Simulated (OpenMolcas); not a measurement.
**Excited-state calculation of CoH6O3F3 (part 4 of 4)**

Continued. System: CoH6O3F3 (fac-CoF3(H2O)3), multiplicity 5. Method: MC-PDFT (tOreLYP)/ANO-RCC-VDZP, DKH2 (OpenMolcas 26.06). The geometry comes from this level: GFN2-xTB.

Geometry of the input (Å):
```
Co 0.4332  0.3967  0.4223
F  -0.1064  0.2338  2.1743
O  0.3361  0.2281  -1.8996
H  1.2075  -0.1280  -2.1046
H  0.3613  1.1654  -2.1250
F  2.1725  -0.0730  0.0760
O  -1.8602  0.4412  0.1083
H  -1.9807  1.3525  -0.1830
H  -2.1652  0.4016  1.0216
F  0.2393  2.2116  -0.0051
O  0.2356  -1.9499  0.5510
H  -0.0336  -2.0649  1.4689
H  1.1605  -2.2150  0.4949
```

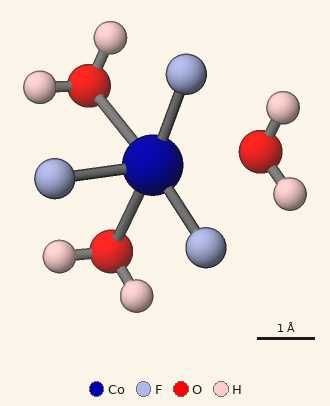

The structure (ball-and-stick view, seen on its broad side). Sticks mark near contacts.

Log, continued
```
      Exchange energy scaling factor                                          1.000000
      Correlation energy scaling factor                                       1.000000

      Integrated alpha exchange energy                                      -60.757930
      Integrated beta  exchange energy                                      -55.669286
      Integrated  correlation   energy                                       -3.215464

      Nuclear Repulsion energy                                            643.70429083
      CASSCF contribution energy                                        -1803.11269330
      On-top energy                                                      -119.64268019

      Total MCPDFT energy for state   1                                 -1922.75537349
--

++    MC-PDFT RESULTS, STATE 0002
      ---------------------------

      MCSCF reference energy                                            -1918.98412543

      Integrated total density:                                                 84.000
      Integrated alpha density before functional transformation:                44.000
      Integrated  beta density before functional transformation:                40.000
      Integrated alpha density  after functional transformation:                44.000
      Integrated  beta density  after functional transformation:                40.000
      Integrated alpha tau     before functional transformation:                 0.000
      Integrated  beta tau     before functional transformation:                 0.000
      Integrated alpha tau      after functional transformation:                 0.000
      Integrated  beta tau      after functional transformation:                 0.000
      NOTE:
      Densities after transformation are intermediate quantities
      and should not be interpreted as real spin densities

      Exchange energy scaling factor                                          1.000000
      Correlation energy scaling factor                                       1.000000

      Integrated alpha exchange energy                                      -60.758310
      Integrated beta  exchange energy                                      -55.673479
      Integrated  correlation   energy                                       -3.215641

      Nuclear Repulsion energy                                            643.70429083
      CASSCF contribution energy                                        -1803.10200865
      On-top energy                                                      -119.64743009

      Total MCPDFT energy for state   2                                 -1922.74943875
--

++    MC-PDFT RESULTS, STATE 0003
      ---------------------------

      MCSCF reference energy                                            -1918.98247343

      Integrated total density:                                                 84.000
      Integrated alpha density before functional transformation:                44.000
      Integrated  beta density before functional transformation:                40.000
      Integrated alpha density  after functional transformation:                44.000
      Integrated  beta density  after functional transformation:                40.000
      Integrated alpha tau     before functional transformation:                 0.000
      Integrated  beta tau     before functional transformation:                 0.000
      Integrated alpha tau      after functional transformation:                 0.000
      Integrated  beta tau      after functional transformation:                 0.000
      NOTE:
      Densities after transformation are intermediate quantities
      and should not be interpreted as real spin densities

      Exchange energy scaling factor                                          1.000000
      Correlation energy scaling factor                                       1.000000

      Integrated alpha exchange energy                                      -60.758332
      Integrated beta  exchange energy                                      -55.674904
      Integrated  correlation   energy                                       -3.215745

      Nuclear Repulsion energy                                            643.70429083
      CASSCF contribution energy                                        -1803.09881425
      On-top energy                                                      -119.64898071

      Total MCPDFT energy for state   3                                 -1922.74779496
--

++    MC-PDFT RESULTS, STATE 0004
      ---------------------------

      MCSCF reference energy                                            -1918.95022040

      Integrated total density:                                                 84.000
      Integrated alpha density before functional transformation:                44.000
      Integrated  beta density before functional transformation:                40.000
      Integrated alpha density  after functional transformation:                44.000
      Integrated  beta density  after functional transformation:                40.000
      Integrated alpha tau     before functional transformation:                 0.000
      Integrated  beta tau     before functional transformation:                 0.000
      Integrated alpha tau      after functional transformation:                 0.000
      Integrated  beta tau      after functional transformation:                 0.000
      NOTE:
      Densities after transformation are intermediate quantities
      and should not be interpreted as real spin densities

      Exchange energy scaling factor                                          1.000000
      Correlation energy scaling factor                                       1.000000

      Integrated alpha exchange energy                                      -60.759540
      Integrated beta  exchange energy                                      -55.691651
      Integrated  correlation   energy                                       -3.215634

      Nuclear Repulsion energy                                            643.70429083
      CASSCF contribution energy                                        -1803.03625864
      On-top energy                                                      -119.66682513

      Total MCPDFT energy for state   4                                 -1922.70308377
--

++    MC-PDFT RESULTS, STATE 0005
      ---------------------------

      MCSCF reference energy                                            -1918.94783202

      Integrated total density:                                                 84.000
      Integrated alpha density before functional transformation:                44.000
      Integrated  beta density before functional transformation:                40.000
      Integrated alpha density  after functional transformation:                44.000
      Integrated  beta density  after functional transformation:                40.000
      Integrated alpha tau     before functional transformation:                 0.000
      Integrated  beta tau     before functional transformation:                 0.000
      Integrated alpha tau      after functional transformation:                 0.000
      Integrated  beta tau      after functional transformation:                 0.000
      NOTE:
      Densities after transformation are intermediate quantities
      and should not be interpreted as real spin densities

      Exchange energy scaling factor                                          1.000000
      Correlation energy scaling factor                                       1.000000

      Integrated alpha exchange energy                                      -60.759622
      Integrated beta  exchange energy                                      -55.692940
      Integrated  correlation   energy                                       -3.215622

      Nuclear Repulsion energy                                            643.70429083
      CASSCF contribution energy                                        -1803.03122100
      On-top energy                                                      -119.66818422

      Total MCPDFT energy for state   5                                 -1922.69940523
--

::    MCPDFT root number  1 Total energy:  -1922.75537349
::    MCPDFT root number  2 Total energy:  -1922.74943875
::    MCPDFT root number  3 Total energy:  -1922.74779496
::    MCPDFT root number  4 Total energy:  -1922.70308377
::    MCPDFT root number  5 Total energy:  -1922.69940523

--- Stop Module: mcpdft /rc=_RC_ALL_IS_WELL_ ---
--- Module mcpdft spent 25 seconds ---

.##################.
.# Happy landing! #.
.##################.

    Timing: Wall=51.90 User=50.10 System=1.18
```

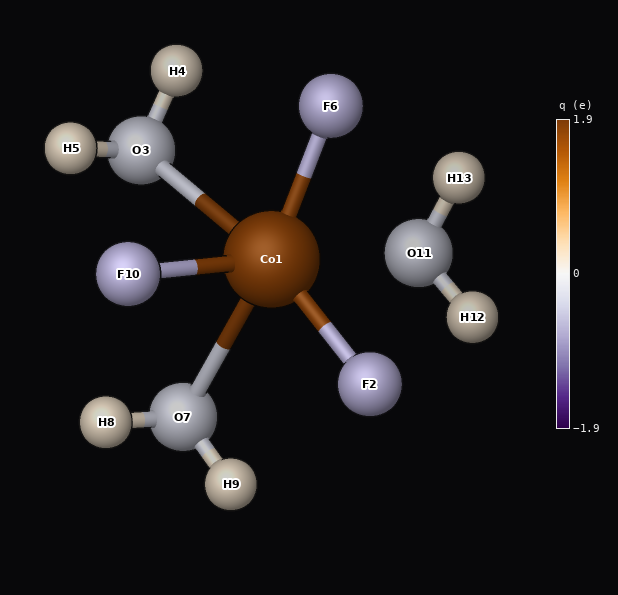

Mulliken charges, as the colour of each atom (ball-and-stick view, seen at a tilt; atoms are numbered from 1 in the order of the input). By element: Co +1.83, F −0.76 to −0.74, O −0.29 to −0.28 and H +0.21 to +0.22 e.

Key numbers

| quantity | value |
| --- | --- |
| outcome | converged |
| total energy | −1922.755373 hartree |
| basis functions | 148 |
| dipole moment | 4.49 debye |
| hardware | 1 thread of Arm Neoverse V2, 24 GiB of memory available, shared host |
| wall time | 52 s |
| peak memory | 0.18 GiB |
